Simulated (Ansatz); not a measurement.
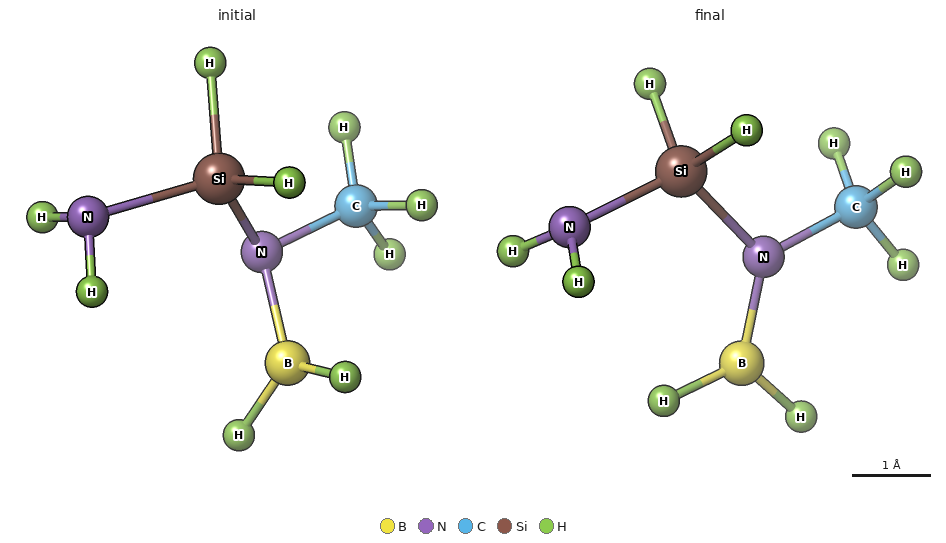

The structure of CH₉BN₂Si (coarse preliminary run) before (left) and after (right) a relaxation, at one scale.

A ball-and-stick model, seen at a tilt.

The start comes from a force field.

These are results of RKS PBE-D4/def2-SVP (Ansatz 0.2.0), not measurements.

Input
```yaml
crystal:
  periodic: [false, false, false]
  atoms:
    - {symbol: B, position_ang: [1.435600, 0.597100, -0.455700]}
    - {symbol: N, position_ang: [0.089800, 0.571900, 0.345700]}
    - {symbol: C, position_ang: [0.373800, 0.305700, 1.739800]}
    - {symbol: Si, position_ang: [-0.838800, -0.753200, -0.321500]}
    - {symbol: N, position_ang: [-1.505100, -0.336700, -1.967600]}
    - {symbol: H, position_ang: [2.130500, -0.262100, -0.501500]}
    - {symbol: H, position_ang: [1.683300, 1.630400, -1.054600]}
    - {symbol: H, position_ang: [0.986900, -0.644600, 1.874900]}
    - {symbol: H, position_ang: [1.031800, 1.142800, 2.216100]}
    - {symbol: H, position_ang: [-0.528100, 0.273400, 2.374600]}
    - {symbol: H, position_ang: [-2.078400, -0.988600, 0.584800]}
    - {symbol: H, position_ang: [-0.104500, -1.995700, -0.375000]}
    - {symbol: H, position_ang: [-0.717400, -0.195800, -2.578800]}
    - {symbol: H, position_ang: [-1.972100, 0.626300, -1.852200]}
basis:
  gaussian: {orbitals: def2-SVP}
hamiltonian: {xc: pbe, dispersion: d4}
relax: {f_tol: 0.03, max_steps: 200}
```

Launched with:
```bash
ansatz run in.yaml --threads 4 --pin off --events-out ev --progress --plain --max-ram 10444MiB
```

Question: Describe what moved and what it gained.

Answer: The energy falls by 204.9 kJ/mol in 19 accepted moves (20 points after the start). The largest force component goes from 4 to 0.025 eV/Å. The line search rejected the trial step at point 12 of the run. The atom that moves furthest after the best rigid fit is H6 (1.96 Å). Largest moves by element: H 1.96 Å, N 0.50 Å, B 0.48 Å, C 0.45 Å, Si 0.19 Å. Near-neighbour distances that change, for instance: B1–N2 1.567 → 1.405 Å, B1–H6 1.106 → 1.221 Å, Si4–N5 1.824 → 1.731 Å, Si4–H12 1.444 → 1.505 Å. Among the angles between lasting bonds that change: B1–N2–Si4 105.8° → 122.8°, B1–N2–C3 109.1° → 122.4°, Si4–N5–H14 105.4° → 117.9°.
